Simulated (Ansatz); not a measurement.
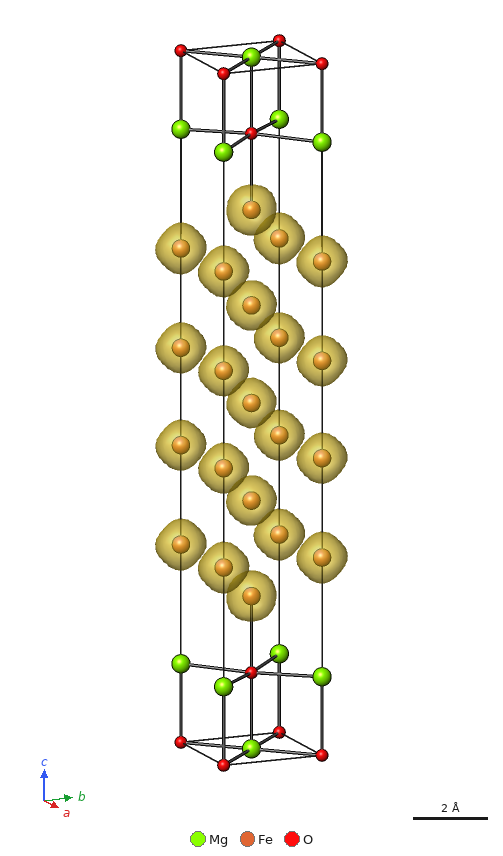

Figure 1: MgFe3O. Isosurface of the spin density (up minus down) at +0.5 e/Å³ (yellow), seen slightly off an axis. Sticks mark near contacts.

Space group P4/mmm; a generated structure, not necessarily the stable one; spin-polarised.

Computed with DFT PBE, scalar-relativistic, plane waves, PAW (Ansatz).

Question: Which atoms carry the moments, and with what signs?

Answer: The spin density sits on Fe: +2.7 μB (×2) and +2.4 μB (×7) in one cell of 15 atoms: parallel main moments (a ferromagnetic arrangement) in this solution. The cell of the calculation (15 atoms) carries 22.4 μB of net spin moment.
